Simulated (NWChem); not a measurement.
# r2SCAN/6-31G(d) (spherical functions) run of C4H8O (butyraldehyde)

Aim: the electronic atomisation energy of C4H8O (butyraldehyde) at r2SCAN/6-31G* (spherical functions), from 4 runs. 

Program for the calculation: NWChem 7.3.0.

### 1 The molecule

C4H8O: 13 atoms, total charge 0, spin state singlet. SMILES: `CCCC=O`. The shape is that of a PBE0-D4/def2-TZVP optimisation. This is one conformer, not always the lowest.

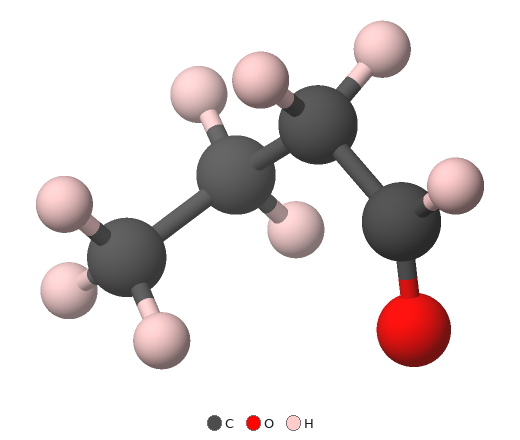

Viewed from a chosen angle; carbon dark grey, oxygen red, hydrogen pink.

### 2 A single-point energy at r2SCAN/6-31G(d) (spherical functions) (run 1)

File c4h8o.nw:

```
start c4h8o
memory stack 880 mb heap 220 mb global 1100 mb

geometry units angstrom noautosym nocenter noautoz
 C     -1.358800     0.247600     0.768800
 C      0.157400     0.343500     0.817500
 C      0.841700    -0.545800    -0.204400
 C      0.730100    -0.083300    -1.626300
 O      0.239700     0.954200    -1.979300
 H     -1.817000     0.888100     1.525300
 H     -1.694400    -0.776900     0.955600
 H     -1.740200     0.557700    -0.205500
 H      0.513100     0.070500     1.815300
 H      0.465500     1.378500     0.645000
 H      0.464500    -1.576800    -0.164500
 H      1.919000    -0.637400    -0.005700
 H      1.164600    -0.781200    -2.376600
end

basis spherical bse
 * library 6-31G*
end

dft
 xc r2scan
 grid fine
 convergence energy 1e-08
 iterations 100
 mulliken
 noprint "final vectors analysis"
end

task dft energy
```

Launch:

```console
nwchem c4h8o.nw > c4h8o.out
```

What it wrote, shortened:

```text
[...]
          Wavefunction type:  closed shell.
          No. of atoms     :    13
          No. of electrons :    40
[...]
          Charge           :     0
          Spin multiplicity:     1
[...]
          AO basis - number of functions:    86
[...]
              XC Information
              --------------
                      r^2SCAN Method XC Functional
               r^2SCAN metaGGA Exchange Functional  1.000
                     r^2SCAN Correlation Potential  1.000
[...]
 d= 0,ls=0.0,diis     1   -232.1963352048 -4.09D+02  2.63D-02  9.12D-01     3.2
[...]
 d= 0,ls=0.0,diis    11   -232.3070465720 -4.82D-10  1.41D-07  1.83D-10    28.1
         Total DFT energy =     -232.307046572021
      One electron energy =     -663.218700622652
           Coulomb energy =      287.629554093002
    Exchange-Corr. energy =      -33.159981199550
 Nuclear repulsion energy =      176.442081157179
[...]
      Total Density - Mulliken Population Analysis
     ---------------------------------------------
    Atom       Charge   Shell Charges
 -----------   ------   -------------------------------------------------------
    1 C    6     6.53   2.00  0.67  2.10  0.66  1.07  0.03
    2 C    6     6.31   2.00  0.67  2.09  0.61  0.91  0.04
    3 C    6     6.42   2.00  0.67  2.10  0.63  0.98  0.04
    4 C    6     5.76   2.00  0.71  1.94  0.46  0.56  0.09
    5 O    8     8.37   2.00  0.93  2.85  0.95  1.61  0.03
    6 H    1     0.82   0.52  0.30
    7 H    1     0.84   0.52  0.31
    8 H    1     0.80   0.52  0.28
    9 H    1     0.83   0.53  0.31
   10 H    1     0.81   0.52  0.29
[...]
```

Wall time 29 s (1 thread of AMD EPYC 7R43 (Zen 3), shared host); peak memory 0.11 GiB.

### 3 The C atom at the same level (run 2)

File input.nw:

```
start input
title "C"
memory stack 880 mb heap 220 mb global 1100 mb
charge 0

geometry units angstrom noautosym nocenter noautoz
  C      0.000000     0.000000     0.000000
end

basis spherical bse
  C library 6-31G*
end

dft
  xc r2scan
  mult 3
  grid fine
  convergence energy 1e-08
  maxiter 100
  mulliken
  noprint "final vectors analysis"
end

task dft energy
```

Run the same way, it converges to -37.81919 Eh (log not shown).

Run 3 isn't shown in full; the table further down has it.

### 4 The O atom at the same level (run 4)

File mol.nw:

```
start mol
title "O"
memory total 2200 mb
geometry units angstroms noautosym nocenter noautoz
  O     0.000000    0.000000    0.000000
end
basis spherical bse
  * library 6-31G*
end
dft
  xc r2scan
  mult 3
  grid fine
  convergence energy 1e-08
  maxiter 100
  mulliken
  print low
end
task dft energy
```

Launch:

```console
nwchem mol.nw > mol.out
```

What it wrote, shortened:

```text
[...]
 d= 0,ls=0.0,diis     1    -74.9999485230 -7.50D+01  1.79D-02  8.00D-02     0.1
[...]
 d= 0,ls=0.0,diis     7    -75.0223971045 -8.85D-10  4.27D-07  9.47D-11     0.3
[...]
         Total DFT energy =      -75.022397104460
      One electron energy =     -103.225037193745
           Coulomb energy =       36.650034284615
    Exchange-Corr. energy =       -8.447394195330
 Nuclear repulsion energy =        0.000000000000
[...]
      Total Density - Mulliken Population Analysis
     ---------------------------------------------
    Atom       Charge   Shell Charges
 -----------   ------   -------------------------------------------------------
    1 O    8     8.00   2.00  1.00  2.57  1.00  1.43  0.00
     --------------------------------------------
      Spin Density - Mulliken Population Analysis
     --------------------------------------------
    Atom       Charge   Shell Charges
 -----------   ------   -------------------------------------------------------
    1 O    8     2.00  -0.00  0.05  1.36 -0.06  0.64  0.00
[...]
      <S2> =      2.0034 (Exact =     2.0000)
[...]
```

Run time: 0.91 s. Hardware: 1 thread of AMD EPYC 7R43 (Zen 3), shared host; peak memory 0.1 GiB.

### 5 Overview of the runs

```csv
run,level,partner,energy (Eh),wall time
1,r2SCAN/6-31G* (spherical functions),base,-232.307047,29 s
2,U-r2SCAN/6-31G* (spherical functions),atoms,-37.819191,0.91 s
3,U-r2SCAN/6-31G* (spherical functions),atoms,-0.498227,0.73 s
4,U-r2SCAN/6-31G* (spherical functions),atoms,-75.022397,0.91 s
```

### 6 Outcome

At r2SCAN/6-31G* (spherical functions):

| quantity | value |
| --- | --- |
| O atom: total energy | -75.02240 Eh |
| O atom: ⟨S²⟩ | 2.003 |
| electronic atomisation energy | 55.023 eV |

In words: Taking the molecule apart into free atoms costs 55.02 eV (5309 kJ/mol), before zero-point energy and without spin-orbit coupling. All runs together took 31 s, the longest 29 s.
